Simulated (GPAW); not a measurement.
**Solvation calculation, with input and output: CH₂InN (part 2 of 2)**

The same run, continued: CH₂InN, SMILES N#[C][InH2]; RPBE/szp(dzp), scalar-relativistic datasets, continuum, electrostatics alone, water's cavity solvent DMSO (GPAW 26.7.0). The geometry comes from this level: PBE0-D4/def2-TZVP.

Geometry of the input (Å):
```
N  0.1449  -1.9125  1.5920
C  0.0822  -1.0314  0.8489
In -0.0336  0.5993  -0.5260
H  -1.0228  0.3060  -1.8819
H  0.8793  1.9651  -0.0744
```

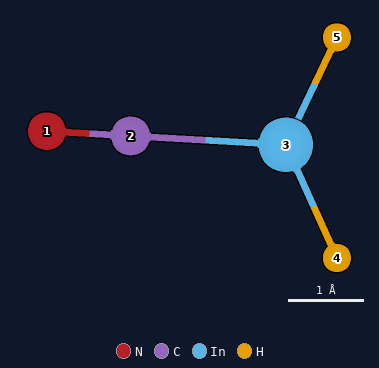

The structure as given in the input (ball-and-stick view, seen at a tilt; atoms are numbered from 1 in the order of the input). Sticks mark near contacts.

The program's output, continued:
```
-----------------------------------------------------------
Basic WFS set positions:             0.000     0.000   0.0% |
Basis functions set positions:       0.006     0.006   0.1% |
LCAO WFS Initialize:                 0.512     0.020   0.3% |
 Hamiltonian:                        0.492     0.000   0.0% |
  Atomic:                            0.053     0.001   0.0% |
   XC Correction:                    0.053     0.053   0.8% |
  Calculate atomic Hamiltonians:     0.001     0.001   0.0% |
  Communicate:                       0.000     0.000   0.0% |
  Hartree integrate/restrict:        0.019     0.019   0.3% |
  Initialize Hamiltonian:            0.000     0.000   0.0% |
  Poisson:                           0.128     0.011   0.2% |
   Communicate from 1D:              0.014     0.014   0.2% |
   Communicate from 2D:              0.013     0.013   0.2% |
   Communicate to 1D:                0.016     0.016   0.3% |
   Communicate to 2D:                0.014     0.014   0.2% |
   FFT 1D:                           0.019     0.019   0.3% |
   FFT 2D:                           0.040     0.040   0.6% |
  XC 3D grid:                        0.286     0.286   4.6% |-|
  vbar:                              0.005     0.005   0.1% |
P tci:                               0.003     0.003   0.0% |
SCF-cycle:                           4.312     0.002   0.0% |
 Density:                            0.431     0.000   0.0% |
  Atomic density matrices:           0.003     0.003   0.0% |
  Mix:                               0.320     0.320   5.1% |-|
  Multipole moments:                 0.001     0.001   0.0% |
  Normalize:                         0.002     0.002   0.0% |
  Pseudo density:                    0.106     0.002   0.0% |
   Calculate density matrix:         0.000     0.000   0.0% |
   Construct density:                0.104     0.104   1.7% ||
   Symmetrize density:               0.000     0.000   0.0% |
 Hamiltonian:                        3.740     0.000   0.0% |
  Atomic:                            0.423     0.003   0.1% |
   XC Correction:                    0.420     0.420   6.7% |--|
  Calculate atomic Hamiltonians:     0.009     0.009   0.1% |
  Communicate:                       0.000     0.000   0.0% |
  Hartree integrate/restrict:        0.113     0.113   1.8% ||
  Poisson:                           0.981     0.068   1.1% |
   Communicate from 1D:              0.111     0.111   1.8% ||
   Communicate from 2D:              0.106     0.106   1.7% ||
   Communicate to 1D:                0.127     0.127   2.0% ||
   Communicate to 2D:                0.111     0.111   1.8% ||
   FFT 1D:                           0.142     0.142   2.3% ||
   FFT 2D:                           0.317     0.317   5.1% |-|
  XC 3D grid:                        2.184     2.184  35.1% |-------------|
  vbar:                              0.030     0.030   0.5% |
 LCAO eigensolver:                   0.138     0.000   0.0% |
  Calculate projections:             0.000     0.000   0.0% |
  DenseAtomicCorrection:             0.001     0.001   0.0% |
  Distribute overlap matrix:         0.000     0.000   0.0% |
  Orbital Layouts:                   0.003     0.003   0.1% |
  Potential matrix:                  0.133     0.133   2.1% ||
ST tci:                              0.001     0.001   0.0% |
Set symmetry:                        0.000     0.000   0.0% |
TCI: Evaluate splines:               0.192     0.192   3.1% ||
mktci:                               0.001     0.001   0.0% |
Other:                               1.196     1.196  19.2% |-------|
-----------------------------------------------------------
Total:                                         6.224 100.0%

Memory usage: 453.56 MiB
System changes: positions, numbers, cell, pbc, initial_charges, initial_magmoms

Initialize ...

species:
  N:
    name:    Nitrogen
    Z:       7.0
    valence: 5
    core:    2
    charge:  0.0  # [|e|]
    file:    N.RPBE.gz
    compensation charges:
      type: gauss
      rc: 0.18  # [Å]
      lmax: 2
    cutoffs:
      filter: 1.11  # [Å]
      core: 0.96  # [Å]
    projectors
    | kind |    occ | energy [eV] | rcut [Å] |
    |------|--------|-------------|----------|
    |   2s |  2.000 |     -18.658 |    0.603 |
    |   2p |  3.000 |      -7.050 |    0.529 |
    |    s |        |       8.553 |    0.603 |
    |    p |        |      20.161 |    0.529 |
    |    d |        |       0.000 |    0.577 |

    LCAO basis set for N:
      Name: szp(dzp)
      File: N.dzp.basis.gz
      Number of radial functions: 3
      Number of spherical harmonics: 9
        l=0, rc=4.8594 Bohr: 2s-sz confined orbital
        l=1, rc=6.0625 Bohr: 2p-sz confined orbital
        l=2, rc=6.0625 Bohr: d-type Gaussian polarization
      Number of RI-basis functions 0

  C:
    name:    Carbon
    Z:       6.0
    valence: 4
    core:    2
    charge:  0.0  # [|e|]
    file:    C.RPBE.gz
    compensation charges:
      type: gauss
      rc: 0.20  # [Å]
      lmax: 2
    cutoffs:
      filter: 1.14  # [Å]
      core: 1.14  # [Å]
    projectors
    | kind |    occ | energy [eV] | rcut [Å] |
    |------|--------|-------------|----------|
    |   2s |  2.000 |     -13.815 |    0.635 |
    |   2p |  2.000 |      -5.254 |    0.635 |
    |    s |        |      13.396 |    0.635 |
    |    p |        |      21.957 |    0.635 |
    |    d |        |       0.000 |    0.635 |

    LCAO basis set for C:
      Name: szp(dzp)
      File: C.dzp.basis.gz
      Number of radial functions: 3
      Number of spherical harmonics: 9
        l=0, rc=5.5469 Bohr: 2s-sz confined orbital
        l=1, rc=6.6719 Bohr: 2p-sz confined orbital
        l=2, rc=6.6719 Bohr: d-type Gaussian polarization
      Number of RI-basis functions 0

  In:
    name:    Indium
    Z:       49.0
    valence: 13
    core:    36
    charge:  0.0  # [|e|]
    file:    In.RPBE.gz
    compensation charges:
      type: gauss
      rc: 0.36  # [Å]
      lmax: 2
    cutoffs:
      filter: 2.09  # [Å]
      core: 2.48  # [Å]
    projectors
    | kind |    occ | energy [eV] | rcut [Å] |
    |------|--------|-------------|----------|
    |   5s |  2.000 |      -8.122 |    1.185 |
    |   5p |  1.000 |      -2.465 |    1.244 |
    |   4d | 10.000 |     -18.638 |    1.148 |
    |    s |        |      19.089 |    1.185 |
    |    p |        |      24.746 |    1.244 |
    |    d |        |       8.573 |    1.148 |

    LCAO basis set for In:
      Name: szp(dzp)
      File: In.dzp.basis.gz
      Number of radial functions: 4
      Number of spherical harmonics: 14
        l=0, rc=7.7188 Bohr: 5s-sz confined orbital
        l=1, rc=10.7500 Bohr: 5p-sz confined orbital
        l=2, rc=4.4219 Bohr: 4d-sz confined orbital
        l=2, rc=10.7500 Bohr: d-type Gaussian polarization
      Number of RI-basis functions 0

  H:
    name:    Hydrogen
    Z:       1.0
    valence: 1
    core:    0
    charge:  0.0  # [|e|]
    file:    H.RPBE.gz
    compensation charges:
      type: gauss
      rc: 0.15  # [Å]
      lmax: 2
    cutoffs:
      filter: 0.85  # [Å]
      core: 0.53  # [Å]
    projectors
    | kind |    occ | energy [eV] | rcut [Å] |
    |------|--------|-------------|----------|
    |   1s |  1.000 |      -6.572 |    0.476 |
    |    s |        |      20.639 |    0.476 |
    |    p |        |       0.000 |    0.476 |

    LCAO basis set for H:
      Name: szp(dzp)
      File: H.dzp.basis.gz
      Number of radial functions: 2
      Number of spherical harmonics: 4
        l=0, rc=6.4219 Bohr: 1s-sz confined orbital
        l=1, rc=6.4219 Bohr: p-type Gaussian polarization
      Number of RI-basis functions 0

Reference energy: -162522.549110  # eV

Spin-paired calculation

Convergence criteria:
 Maximum [total energy] change in last 3 cyles: 0.0005 eV / valence electron
 Maximum integral of absolute [dens]ity change: 0.0001 electrons / valence electron
 Maximum integral of absolute [eigenst]ate change: 4e-08 eV^2 / valence electron
 Maximum number of scf [iter]ations: 150
 (Square brackets indicate name in SCF output, whereas a 'c' in
 the SCF output indicates the quantity has converged.)

Symmetries present (total): 1

  ( 1  0  0)
  ( 0  1  0)
  ( 0  0  1)

1 k-point (Gamma)
1 k-point in the irreducible part of the Brillouin zone
       k-points in crystal coordinates                weights
   0:     0.00000000    0.00000000    0.00000000          1/1

Wave functions: LCAO
  Diagonalizer: Serial LAPACK
  Atomic Correction: dense with blas
  Data-type: float

Occupation numbers: Fermi-Dirac:
  width: 0.0100  # eV

Eigensolver
   LCAO using direct dense diagonalizer

Densities:
  Coarse grid: 64*64*64 grid
  Fine grid: 128*128*128 grid
  Total Charge: 0.000000

Density mixing:
  Method: separate
  Backend: msr1
  Linear mixing parameter: 0.05
  old densities: 10
  Width of damping distribution: 1.1
  Damping of long wavelength oscillations: 1  # (no daming)

Hamiltonian:
  XC and Coulomb potentials evaluated on a 128*128*128 grid
  Using the RPBE Exchange-Correlation functional
  Interpolation: tri-quintic (5. degree polynomial)
  Poisson solver: Jacobi weighted FD solver with dielectric and 7 multi-grid levels
    Coarsest grid: 2 x 2 x 2 points
    Stencil: Weighted Finite Difference Operator
      6*3+1=19 point O(h^6) finite-difference Laplacian
      Finite-difference x-derivative with O(h^6) error (6 points)
      Finite-difference y-derivative with O(h^6) error (6 points)
      Finite-difference z-derivative with O(h^6) error (6 points)
    Max iterations: 1000
    Tolerance: 2.000000e-10

  Solvation:
    Cavity:  EffectivePotentialCavity
      Surface Calculator: GradientSurface with 3 nn
      Volume Calculator: None
      EffectivePotentialCavity
        Potential: Power12Potential
          u0: 0.18eV
          pbc_cutoff: 1e-06
          tiny: 1e-10
        temperature: 298.15K    Dielectric:
      Type: LinearDielectric
      Solvent dielectric constant: 46.7
XC parameters: RPBE with 2 nearest neighbor stencil

Memory estimate:
  Process memory now: 453.56 MiB
  Calculator: 566.74 MiB
    Density: 94.66 MiB
      Arrays: 50.70 MiB
      Localized functions: 5.81 MiB
      Mixer: 38.15 MiB
    Hamiltonian: 462.22 MiB
      Arrays: 33.16 MiB
      XC: 0.00 MiB
      Poisson: 37.95 MiB
      vbar: 0.40 MiB
      Solvation: 390.70 MiB
    Wavefunctions: 9.86 MiB
      C [qnM]: 0.01 MiB
      S, T [2 x qmm]: 0.02 MiB
      P [aqMi]: 0.00 MiB
      BasisFunctions: 9.83 MiB
      Eigensolver: 0.00 MiB

Total number of cores used: 1

Number of atoms: 5
Number of atomic orbitals: 40
Number of bands in calculation: 19
Number of valence electrons: 24
Bands to converge: occupied

... initialized

Initializing position-dependent things.

Solvation position-dependent initialization:
  Atomic radii for Power12Potential:
    Type    Radius   No. of atoms
       H     1.090     2
       N     1.550     1
       C     1.700     1
      In     1.930     1

Density initialized from atomic densities
         .-------------------------------.
        /|                               |
       / |                               |
      /  |                               |
     /   |                               |
    /    |                               |
   /     |                               |
  /      |                               |
 *       |                               |
 |       |                               |
 |       |                               |
 |       |          NC   H               |
 |       |           In                  |
 |       |                               |
 |       |         H                     |
 |       |                               |
 |       .-------------------------------.
 |      /                               /
 |     /                               /
 |    /                               /
 |   /                               /
 |  /                               /
 | /                               /
 |/                               /
 *-------------------------------*

Atomic positions and initial magnetic moments

Positions:
   0 N      6.716650    4.561200    8.236950    ( 0.0000,  0.0000,  0.0000)
   1 C      6.653950    5.442300    7.493850    ( 0.0000,  0.0000,  0.0000)
   2 In     6.538150    7.073000    6.118950    ( 0.0000,  0.0000,  0.0000)
   3 H      5.548950    6.779700    4.763050    ( 0.0000,  0.0000,  0.0000)
   4 H      7.451050    8.438800    6.570550    ( 0.0000,  0.0000,  0.0000)

Unit cell:
           periodic     x           y           z      points  spacing
  1. axis:    no    13.000000    0.000000    0.000000    64     0.2031
  2. axis:    no     0.000000   13.000000    0.000000    64     0.2031
  3. axis:    no     0.000000    0.000000   13.000000    64     0.2031

  Lengths:  13.000000  13.000000  13.000000
  Angles:   90.000000  90.000000  90.000000

Effective grid spacing dv^(1/3) = 0.2031

iter:   1 00:00:12   -22.018431        c
iter:   2 00:00:15   -21.768602        c -0.92
iter:   3 00:00:19   -20.676693        c -0.96
iter:   4 00:00:23   -20.676341        c -1.60
iter:   5 00:00:26   -20.666807c       c -2.15
iter:   6 00:00:29   -20.666713c       c -2.78
iter:   7 00:00:31   -20.666584c       c -3.25
iter:   8 00:00:33   -20.666521c       c -4.15c

Converged after 8 iterations.

Dipole moment: (-0.054594, 0.768458, -0.648011) |e|*Ang

Energy contributions relative to reference atoms: (reference = -162522.549110)

Kinetic:         -5.892048
Potential:       +2.022245
External:        +0.000000
XC:             -17.408123
Entropy (-ST):   -0.000000
Local:           +0.611405
--------------------------
Free energy:    -20.666521
Extrapolated:   -20.666521

Solvation cavity surface area: 112.47392
Solvation cavity volume: not calculated (no calculator defined)
 Band  Eigenvalues  Occupancy
    0    -23.27064    2.00000
    1    -20.29812    2.00000
    2    -20.19097    2.00000
    3    -20.14404    2.00000
    4    -20.09570    2.00000
    5    -20.08128    2.00000
    6    -12.32422    2.00000
    7     -9.58308    2.00000
    8     -8.94999    2.00000
    9     -8.91890    2.00000
   10     -8.02782    2.00000
   11     -7.54313    2.00000
   12     -2.47965    0.00000
   13     -0.50585    0.00000
   14     -0.29132    0.00000
   15      0.51997    0.00000
   16      1.47723    0.00000
   17      4.94954    0.00000
   18      8.58617    0.00000

Fermi level: -5.25348

Gap: 5.063 eV
Transition (v -> c):
  (s=0, k=0, n=11, [0.00, 0.00, 0.00]) -> (s=0, k=0, n=12, [0.00, 0.00, 0.00])
No difference between direct/indirect transitions
Electrostatic solvation energy-17.41 kcal/mol
Dipole 3.808 D in gas, 4.835 D in solution
```

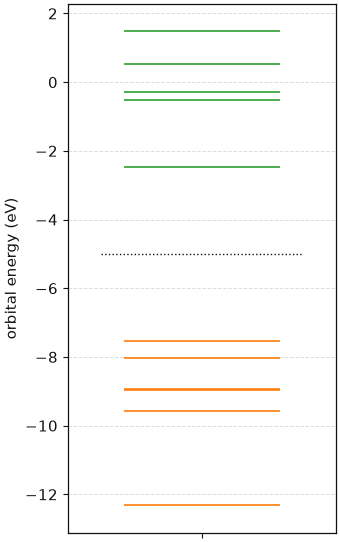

Orbital energies near the frontier; the dotted line parts filled from empty levels, and levels within 0.02 eV of each other stand side by side. Highest filled −7.54 eV, lowest empty −2.48 eV, 5.06 eV apart.

Results in brief:

```csv
quantity,value
outcome,converged
energy relative to the program's reference atoms,−20.6665 eV
basis functions,40
HOMO,−7.54 eV
LUMO,−2.48 eV
dipole moment,4.84 D
wall time,34 s
peak memory,0.8 GiB
```
